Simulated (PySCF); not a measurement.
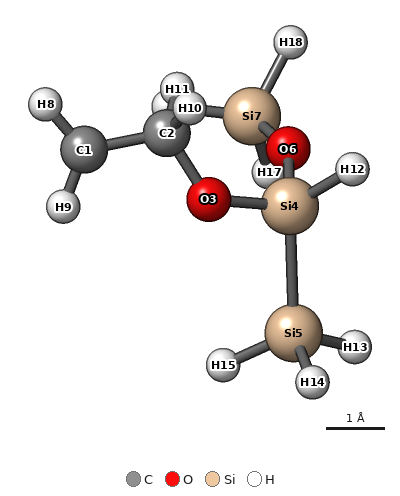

Figure 1. The structure (ball-and-stick view, seen at a tilt; atoms are numbered from 1 in the order of the input).

## EPR calculation, with input and output: C2H11O2Si3

The run: EPR calculation of C2H11O2Si3, multiplicity 2. Method and program: UKS B3LYP, pcH-1 on C H O Si, non-relativistic, mean-field spin-orbit, GIAO (PySCF 2.14.0).

It belongs to a series of runs on one base structure; here: H removed from sp3 C.

**The program's output**
```
UKS, coarse grid
  cycle   1  E = -1101.64092753  |g| = 7.87e-01
  cycle   2  E = -1101.19087397  |g| = 1.34e+00
  cycle   3  E = -1101.84091722  |g| = 1.00e-01
  cycle   4  E = -1101.84408579  |g| = 5.17e-02
  cycle   5  E = -1101.84505625  |g| = 1.84e-02
  cycle   6  E = -1101.84516098  |g| = 5.11e-03
  cycle   7  E = -1101.84517206  |g| = 1.14e-03
  cycle   8  E = -1101.84517369  |g| = 3.94e-04
UKS, final grid
  cycle   1  E = -1101.84513621  |g| = 3.21e-04
  cycle   2  E = -1101.84513621  |g| = 3.43e-04
  cycle   3  E = -1101.84513626  |g| = 7.11e-05
  cycle   4  E = -1101.84513626  |g| = 2.76e-05
E = -1101.84513626 Eh   <S^2> = 0.7537 (exact 0.7500)
g shifts (ppm)      1          2          3
  rmc          -132       -132       -132
  gc              3         33         16
  oz_so          -8        551        712
  total        -137        451        596
hyperfine (MHz)  atom isotope    a_iso     a_fc   dipolar eigenvalues
    0   13C      87.22      87.32    -82.07    -81.47    163.54
    1   13C     -39.95     -39.96     -2.58      0.57      2.01
    2   17O       1.34       1.35     -1.42      0.58      0.84
    3  29Si       1.85       1.86     -0.35      0.12      0.23
    4  29Si      -0.05      -0.05     -0.21      0.10      0.11
    5   17O      -0.43      -0.43     -0.58      0.24      0.34
    6  29Si      -0.01      -0.01     -0.29      0.13      0.16
    7    1H     -63.13     -63.15    -39.48     -0.33     39.82
    8    1H     -66.22     -66.23    -39.92      0.16     39.76
    9    1H     126.17     126.17     -5.47     -3.83      9.30
   10    1H     135.08     135.08     -5.68     -3.55      9.23
   11    1H      -0.07      -0.07     -0.79     -0.73      1.52
   12    1H       0.03       0.03     -0.28     -0.28      0.56
   13    1H      -0.03      -0.03     -0.40     -0.39      0.79
   14    1H       0.04       0.04     -0.56     -0.55      1.11
   15    1H       0.13       0.13     -1.35     -1.12      2.47
   16    1H       0.01       0.01     -0.41     -0.38      0.79
   17    1H       0.07       0.07     -0.47     -0.45      0.93
```

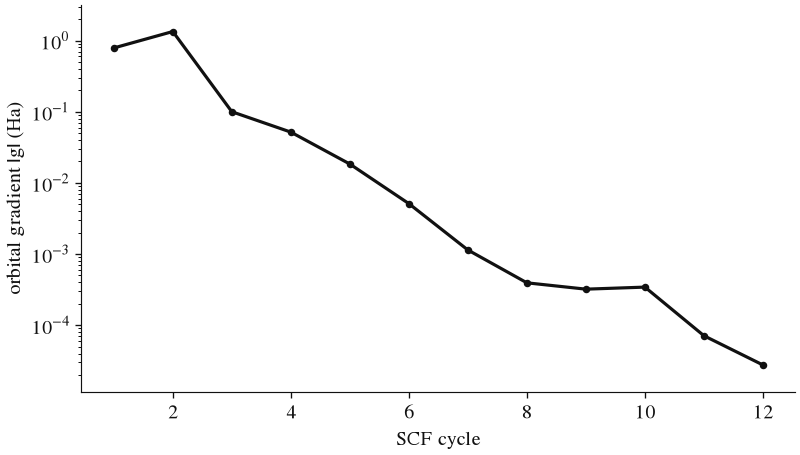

Figure 2. Convergence of the self-consistent field: orbital gradient |g| against the SCF cycle. All cycles printed in the log are drawn one after another.

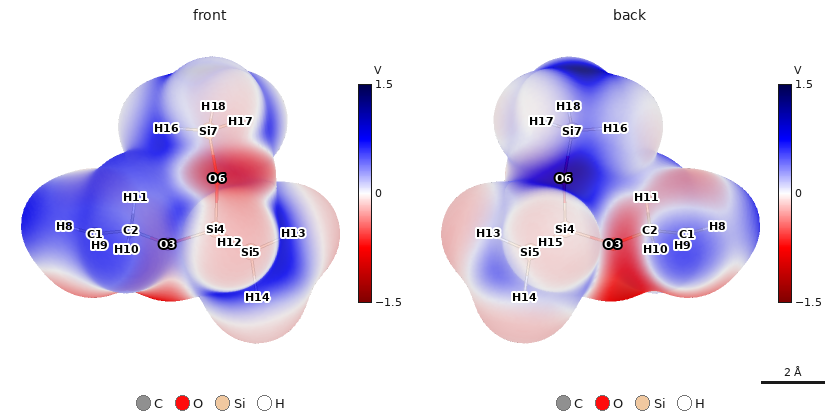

Figure 3. The electrostatic potential painted on the density surface at 0.001 e/bohr³, seen at a tilt and from behind; the colour scale runs from red (negative) to blue (positive). A positive charge is drawn to the negative regions and a negative charge to the positive ones.

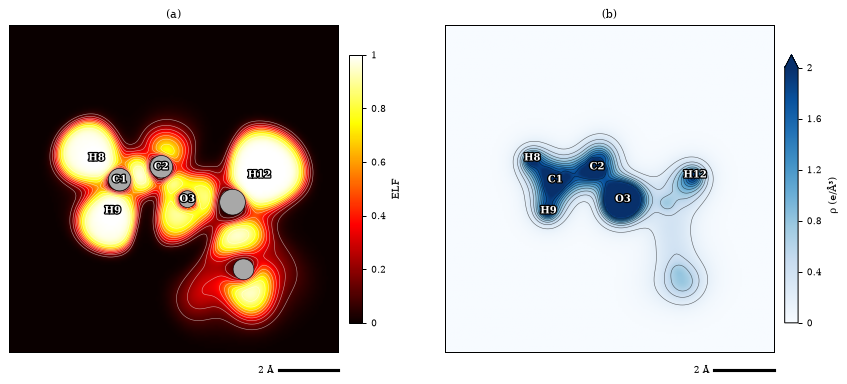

Figure 4. (a) electron localisation function; (b) electron density on the plane of atoms H8, C1 and H9. Grey discs, where drawn, cover atomic cores. The section cuts through C, O and H sites. C–O (1.40 Å): ρ at the midpoint is about 2 e/Å³, with its minimum of 1.7 e/Å³ about 0.5 Å from C; the ELF peaks at about 0.90 between the atoms (a polar covalent bond). C–C (1.47 Å): ρ is about 1.8 e/Å³ halfway; the ELF peaks at about 0.95 between the atoms, which marks a covalent bond.

This output came from the following input.

**The input**
```
{"job": {"kind": "epr", "basis": "pcH-1"}, "charge": 0, "multiplicity": 2}
C      2.976111    -0.147366     0.188317
C      1.904988     0.115803    -0.778617
O      0.827490    -0.757695    -0.603934
Si    -0.737065    -0.505602    -0.956319
Si    -1.792853    -2.135155     0.244879
O     -1.168052     0.999773    -0.489244
Si    -1.318914     2.191024     0.591947
H      3.881622     0.422689     0.145286
H      2.846365    -0.902514     0.935175
H      2.279583     0.017735    -1.814690
H      1.547955     1.160090    -0.692107
H     -0.932429    -0.356306    -2.404561
H     -3.240901    -1.891351     0.290257
H     -1.631532    -3.455280    -0.374912
H     -1.375046    -2.286553     1.646740
H     -0.078923     2.303368     1.364178
H     -2.444564     1.855191     1.461570
H     -1.552594     3.378467    -0.225606
```

The first line tells a small driver script what to run in PySCF; the rest is the geometry in Å.

Command:
```bash
OMP_NUM_THREADS=1 python <driver script> task.json out
```

**Summary**

```tsv
quantity	value
outcome	converged
total energy	−1101.845136 hartree
⟨S²⟩	0.754
isotropic g	2.0026
hardware	1 CPU thread, shared host
wall time	3.2 min
peak memory	1.1 GiB
```
